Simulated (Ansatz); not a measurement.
# Calculations on SnH4ClF

Part 1: Relaxation

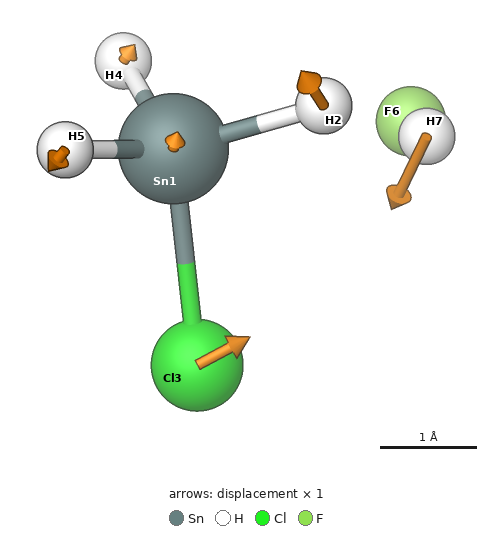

A relaxation of SnH₄ClF. The starting structure is drawn; orange arrows show the displacements, at their true length. The two geometries are superimposed by the best rigid fit.

Style: ball-and-stick. Shown at a tilt.

The run prepares an end point of a later path (reaction) calculation, from a guessed geometry.

All numbers below come from RKS B3LYP-D4/def2-SVP (Ansatz). Settings: no spin polarisation; force threshold 0.03 eV/Å; at most 50 steps.

**What did the optimiser do to the structure, and how much energy did it gain?**

H7 moves most after the best rigid fit: 1.11 Å. By element the largest moves are H 1.11 Å, Cl 0.64 Å, Sn 0.24 Å, F 0.12 Å. Among the contacts that change: Sn1–Cl3 2.372 → 2.417 Å, Sn1–H2 1.735 → 1.706 Å, F6–H7 0.926 → 0.939 Å. Among the angles between lasting bonds that change: Cl3–Sn1–H5 106.4° → 102.7°, H2–Sn1–H5 109.7° → 112.3°, Cl3–Sn1–H4 108.2° → 106.2°. After 15 accepted moves (17 points after the start) the energy has fallen by 0.287 eV. The largest force component goes from 0.22 to 0.006 eV/Å. The line search rejected the trial steps at points 2, 7 of the run. Cost: 58 s on 1 thread of Arm Neoverse V2, on a shared host, peak memory 0.16 GiB.

Part 2: Relaxation

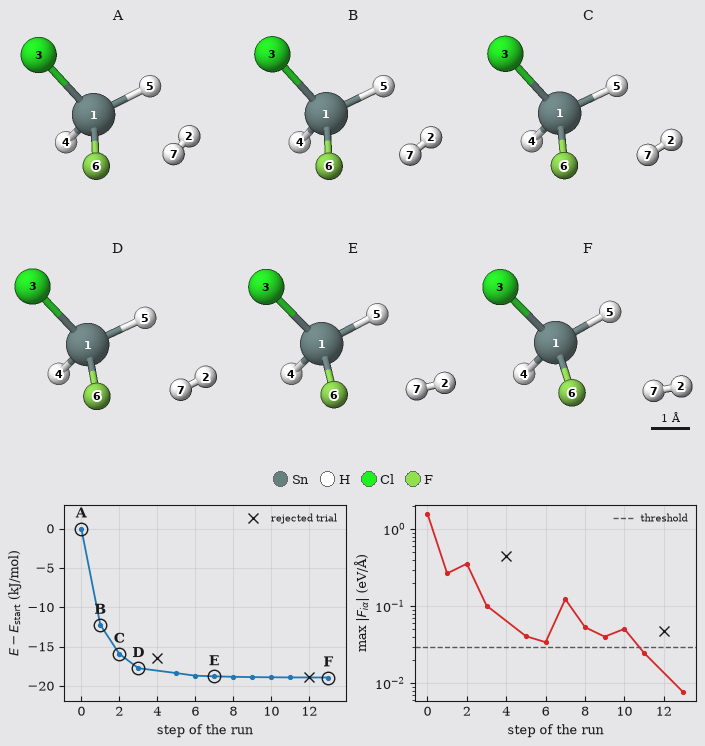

Frames of a relaxation of SnH$_{4}$ClF, marked on the history of the run. Style: ball-and-stick. Shown from a free direction.

The run prepares an end point of a later path (reaction) calculation, from a guessed geometry.

The calculation used Ansatz, RKS B3LYP-D4/def2-SVP.

Input
```yaml
crystal:
  periodic: [false, false, false]
  atoms:
    - { symbol: Sn, position_ang: [0.232967, 0.449141, -0.413377] }
    - { symbol: H, position_ang: [-0.027987, -0.183071, 2.456869] }
    - { symbol: Cl, position_ang: [2.16549, -0.225845, -1.582518] }
    - { symbol: H, position_ang: [-0.764131, 1.380661, -1.445927] }
    - { symbol: H, position_ang: [-0.428094, -0.942155, 0.315442] }
    - { symbol: F, position_ang: [0.88796, 1.689917, 0.876305] }
    - { symbol: H, position_ang: [0.304395, 0.450853, 2.499406] }
basis:
  gaussian: { orbitals: def2-SVP }
hamiltonian:
  xc: b3lyp
  dispersion: d4
relax:
  f_tol: 0.03
  max_steps: 50
```

Command:
```bash
ansatz run input.yaml --threads 1 --pin off --max-ram 2048MiB --backend cpu --events-out ev --progress --plain --runs-dir out
```

### Describe the path.

The largest move after the best rigid fit is that of H2, 1.00 Å. Largest moves by element: H 1.00 Å, Sn 0.33 Å, F 0.29 Å, Cl 0.23 Å. Among the contacts that change: H2–H7 0.717 → 0.762 Å, Sn1–F6 1.906 → 1.949 Å. Bond angles that change, for instance: H5–Sn1–F6 112.1° → 106.2°, H4–Sn1–H5 118.5° → 120.8°. After 11 accepted moves (13 points after the start) the energy has fallen by 18.9 kJ/mol. Largest force component: 1.6 eV/Å at the start, 0.0076 eV/Å at the end. The line search rejected the trial steps at points 4, 12 of the run. The forces were under the threshold at step 11, but the run went on from there. Cost: 46 s on 1 thread of Arm Neoverse V2, with other jobs on the host, peak memory 0.16 GiB. From step 0 to 1: H2 moves most (0.20 Å), energy −12.2 kJ/mol. From step 1 to 2: H2 moves most (0.19 Å), energy −3.69 kJ/mol. From step 2 to 3: H2 moves most (0.20 Å), energy −1.82 kJ/mol. From step 3 to 7: H2 moves most (0.27 Å), energy −1.04 kJ/mol. From step 7 to 13: H2 moves most (0.17 Å), energy −0.15 kJ/mol.

| step | E − E(0), kJ/mol | largest force component, eV/Å | note |
| --- | --- | --- | --- |
| 0 | 0.00 | 1.5906 |  |
| 1 | -12.24 | 0.2669 |  |
| 2 | -15.93 | 0.3568 |  |
| 3 | -17.75 | 0.1020 |  |
| 4 | -16.41 | 0.4531 | rejected |
| 5 | -18.38 | 0.0409 |  |
| 6 | -18.71 | 0.0342 |  |
| 7 | -18.79 | 0.1237 |  |
| 8 | -18.85 | 0.0536 |  |
| 9 | -18.89 | 0.0403 |  |
| 10 | -18.91 | 0.0509 |  |
| 11 | -18.93 | 0.0248 |  |
| 12 | -18.91 | 0.0485 | rejected |
| 13 | -18.94 | 0.0076 |  |

Part 3: Path

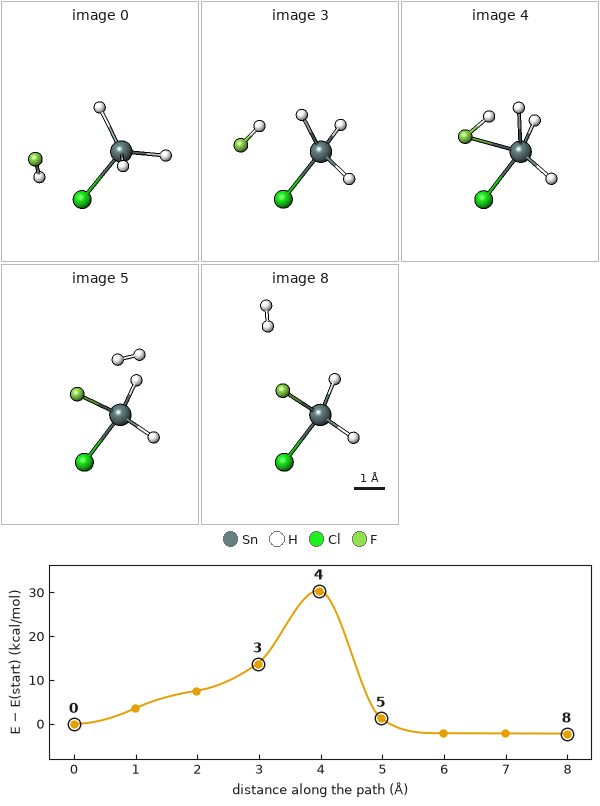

NEB run on SnH4ClF. Images are numbered from 0 (start) to 8 (end). A ball-and-stick model, seen from a free direction.

These are results of RKS B3LYP-D4/def2-SVP in Ansatz, not measurements. Run with 7 movable images; climbing image; force threshold 0.03 eV/Å; iteration limit 60; starting path through a guess of the saddle point.

> Describe the mechanism and the energy profile.

Breaking: F–H (0.94 → 2.31 Å), H–Sn (1.71 → 4.20 Å). Forming: H–H (3.20 → 0.76 Å), F–Sn (3.10 → 1.95 Å). Forward barrier 30.4 kcal/mol, backward barrier 32.6 kcal/mol, with image 4 at the top; the reaction energy is −2.2 kcal/mol. The band is converged. At the top, the vibrational analysis gives one imaginary mode (1010i cm⁻¹), as a transition state must have.
